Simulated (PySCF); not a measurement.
Molecule: Si(Br)2(Et)(Vi), C₄H₈Br₂Si, SMILES C=C[Si](Br)(Br)CC. Atoms near the plane z = 0.0 Å, at the GFN2-xTB optimised geometry (x, y, z in Å): Si3 (-0.9, 0.1, 0.0), Br5 (-1.6, 2.3, 0.0), C6 (1.0, 0.1, 0.0), H8 (-2.7, -2.3, 0.4), H11 (1.4, -0.9, 0.0), H12 (1.4, 0.6, 0.9).

Computed with PBE0/def2-TZVP (PySCF 2.14.0). Cells within 0.4 Å of a nucleus heavier than hydrogen are left out (blank, or x). The values are rescaled to run from 0 to 1.

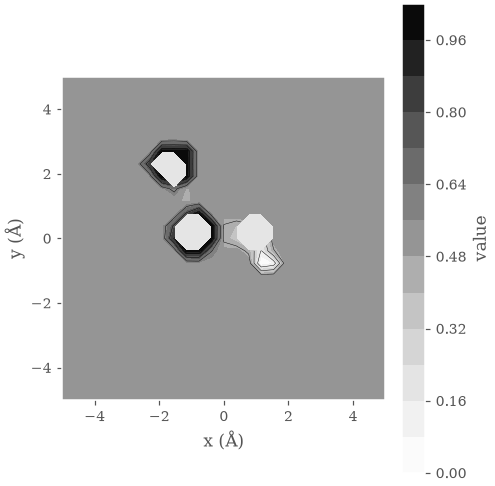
Figure. a field on the plane z = 0.0 Å.

Which quantity is mapped?
A. electron localisation function
B. an orbital amplitude
C. Laplacian of the electron density
D. electrostatic potential

C, Laplacian of the electron density. In full: Laplacian of the electron density (e/bohr⁵), clipped to [-1.50, 1.50].
